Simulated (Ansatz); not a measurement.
Take SrO in the rock salt structure (space group Fm-3m, No. 225; a = 5.1602 Å) as the base. Axes: x, y, z lie along the cube axes.

It is then changed as follows: a free-standing slab of 7 layers (14 atoms, 2 a layer) is cut normal to the z axis, with 15 Å of vacuum and the in-plane cell held at bulk.

The values are results of r2SCAN in Ansatz (plane waves to 500 eV, PAW, no SOC), earlier PAW set, not measurements.

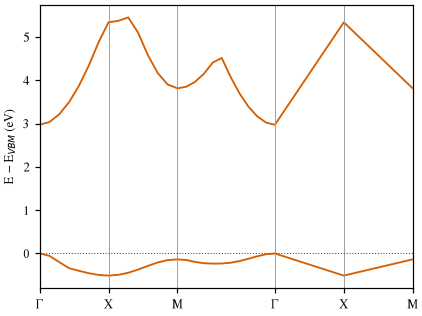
Figure: Highest valence and lowest conduction band along the path of the changed cell's own zone

The gap is 2.97 eV, direct at Γ; the base has 3.80 eV.

Whether these cells are dynamically stable was not tested. k-point labels follow each cell's own Brillouin zone.

Ansatz is a first-principles code.
